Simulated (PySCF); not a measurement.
C8H12, SMILES C1=CCCC=CCC1 at its GFN2-xTB optimised geometry (Å):

```
20

C     -1.3333    -0.5083    -1.3746
C     -1.3332     0.8038    -1.1947
C     -0.7741     1.5170     0.0000
C      0.7740     1.5170     0.0000
C      1.3332     0.5085     0.9586
C      1.3331    -0.8036     0.7787
C      0.7738    -1.5169    -0.4158
C     -0.7742    -1.5167    -0.4159
H     -1.7393    -0.9102    -2.2937
H     -1.7392     1.4383    -1.9717
H     -1.1253     1.0401     0.9187
H     -1.1358     2.5461     0.0000
H      1.1358     2.5081     0.2770
H      1.1252     1.3051    -1.0132
H      1.7395     0.9104     1.8776
H      1.7393    -1.4380     1.5558
H      1.1251    -1.0403    -1.3347
H      1.1354    -2.5461    -0.4157
H     -1.1254    -1.3047     0.5973
H     -1.1360    -2.5078    -0.6929
```

Method: B3LYP/def2-SVP (PySCF).

Map of the log10 of the electron density (e/bohr³), floored at −4 on the plane z = 1.5 Å:

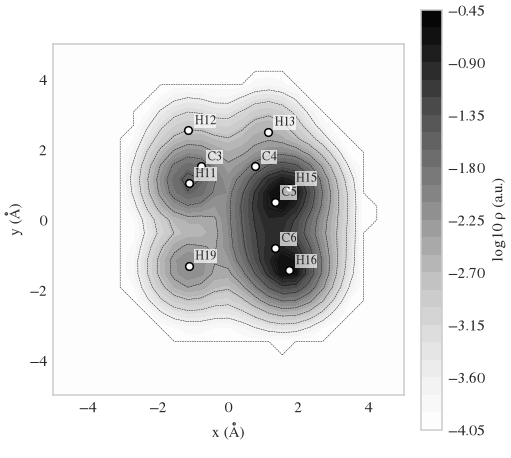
Log10 of the electron density (e/bohr³), floored at −4 on the plane z = 1.5 Å.
